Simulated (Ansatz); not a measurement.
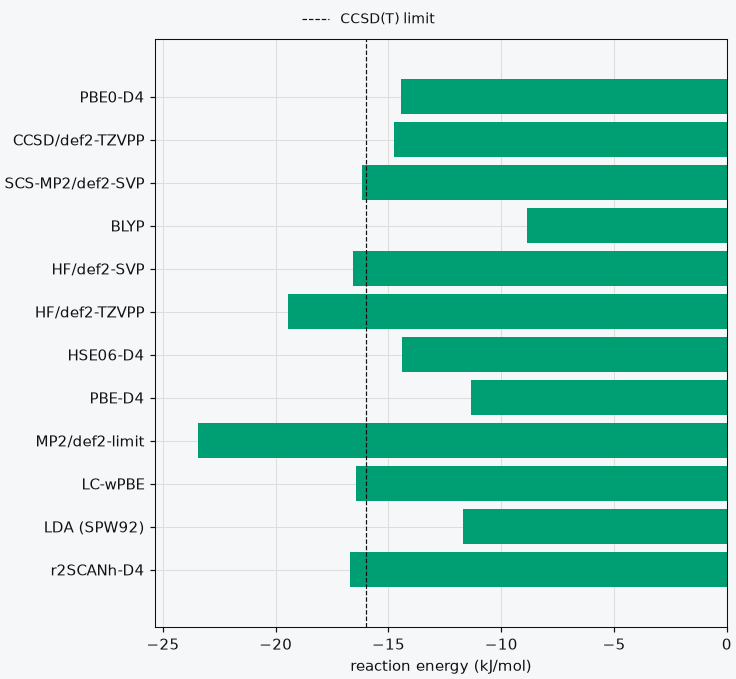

Electronic reaction energy of CH₇GaSi (C[SiH2][GaH2]) + AsH₃ ([AsH3]) → CH₇AsSi (C[SiH2][AsH2]) + GaH₃ ([GaH3]) (SMILES in brackets) at several levels (functionals in def2-TZVPP unless a basis is named), isolated molecules at PBE0-D4 triple-zeta geometries, minima by their frequencies, no zero-point or thermal terms, the Ansatz code. The line is frozen-core CCSD(T) at the basis limit (MP2 extrapolated from triple and quadruple zeta, plus CCSD(T) less MP2 in a smaller set). No dispersion term is added to BLYP and LC-wPBE. The distance of CCSD/def2-TZVPP, SCS-MP2/def2-SVP and HF/def2-SVP to the limit includes basis error.

Q: What do zero-point energy and temperature add?

A: Zero-point change −0.5 kJ/mol; at 298.15 K and 1 bar the CCSD(T) limit plus thermal terms gives an enthalpy of reaction of −17.5 and a free energy of −12.2 kJ/mol (harmonic PBE0-D4 modes, ideal gas).

Q: Give the values.

A:
| level | kJ/mol | less CCSD(T) limit |
| --- | --- | --- |
| PBE0-D4 | −14.5 | 1.6 |
| CCSD/def2-TZVPP | −14.8 | 1.3 |
| SCS-MP2/def2-SVP | −16.2 | −0.2 |
| BLYP | −8.9 | 7.2 |
| HF/def2-SVP | −16.6 | −0.6 |
| HF/def2-TZVPP | −19.5 | −3.4 |
| HSE06-D4 | −14.4 | 1.6 |
| PBE-D4 | −11.4 | 4.7 |
| MP2/def2-limit | −23.5 | −7.5 |
| LC-wPBE | −16.5 | −0.4 |
| LDA (SPW92) | −11.7 | 4.3 |
| r2SCANh-D4 | −16.7 | −0.7 |
| CCSD(T) limit | −16.0 | 0.0 |

Caveats: no scalar relativity up to krypton; outer-core shells are correlated without core-valence functions, which makes the correlated values less sure.
